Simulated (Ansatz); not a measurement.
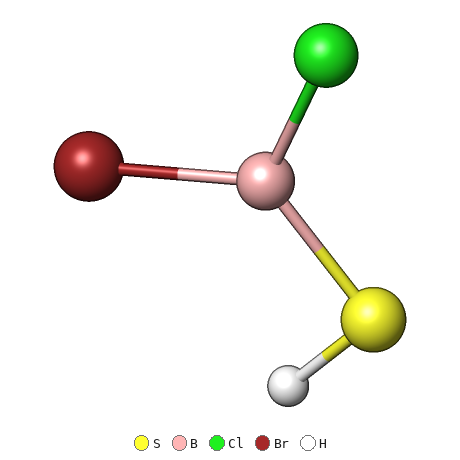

Every bond is drawn as one stick, whatever its order.

What does the picture show?

It has 5 atoms: 1 boron, 1 bromine, 1 chlorine, 1 hydrogen and 1 sulfur (BBrClHS). As SMILES it reads `SB(Cl)Br`. This geometry has Cs symmetry. All atoms lie on one plane. Coordination: 1 S bent; 1 B trigonal planar.

The parts below concern this one geometry. Atoms keep their numbers from picture to picture. The geometry was computed by an optimisation with PBE0-D4/def2-TZVP.

### Geometry

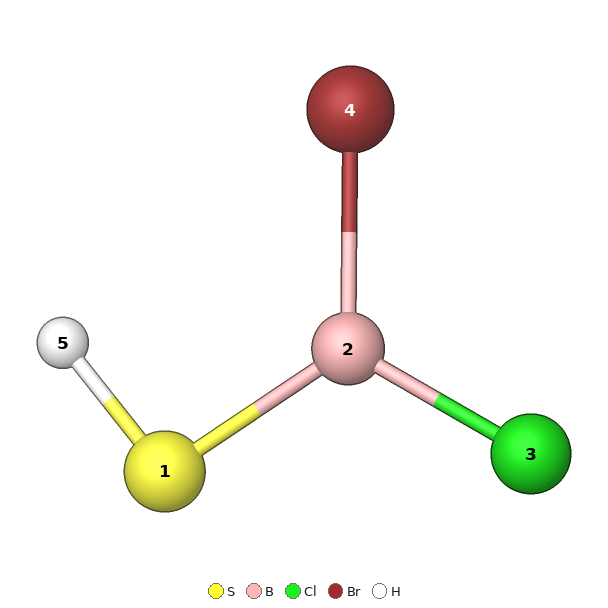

Atoms carry their numbers in the input.

Estimate the angles B2–S1–H5, S1–B2–Cl3, S1–B2–Br4, Cl3–B2–Br4.

```tsv
angle	degrees
B2–S1–H5	96.6
S1–B2–Cl3	117.7
S1–B2–Br4	122.7
Cl3–B2–Br4	119.6
```

### Vibrations

Harmonic vibrations computed with RKS PBE0-D4/def2-TZVP (Ansatz 0.2.0) at a stationary point of the same level.

**How many vibrational modes are there, and where do they lie?**

9 modes: 200, 207, 392, 398, 429, 770, 960, 984, 2716 cm⁻¹.

### Charges

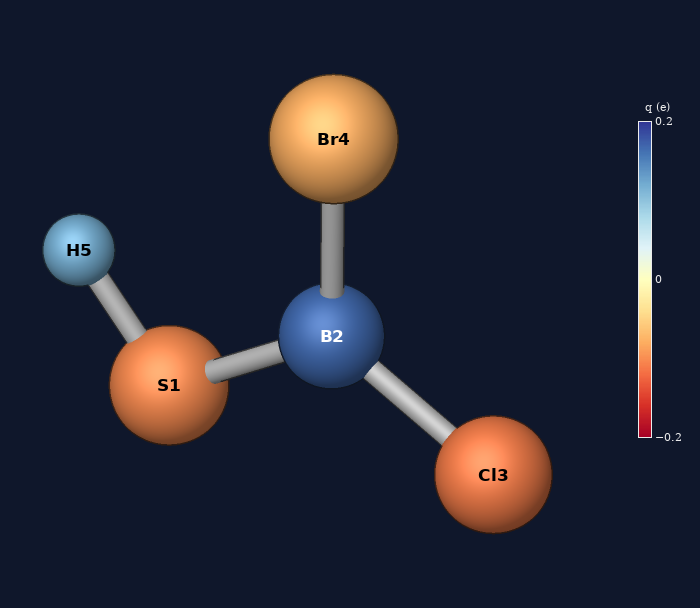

Atoms are coloured by their Mulliken charges. Method: RKS B3LYP-D4/def2-TZVPP (Ansatz 0.2.0).

List the Mulliken charges.

```csv
atom,value (e)
S1,−0.10
B2,0.17
Cl3,−0.11
Br4,−0.08
H5,0.12
```

### Electronic properties

Level of theory: RKS r2SCANh-D4/def2-TZVPP (Ansatz 0.2.0).

**Give the HOMO energy (Kohn–Sham orbital) at this level.**

−7.85 eV.

**Give the LUMO energy (Kohn–Sham orbital) at this level.**

−1.79 eV.

Mulliken values depend strongly on the basis set and can even reverse the polarity of a bond.
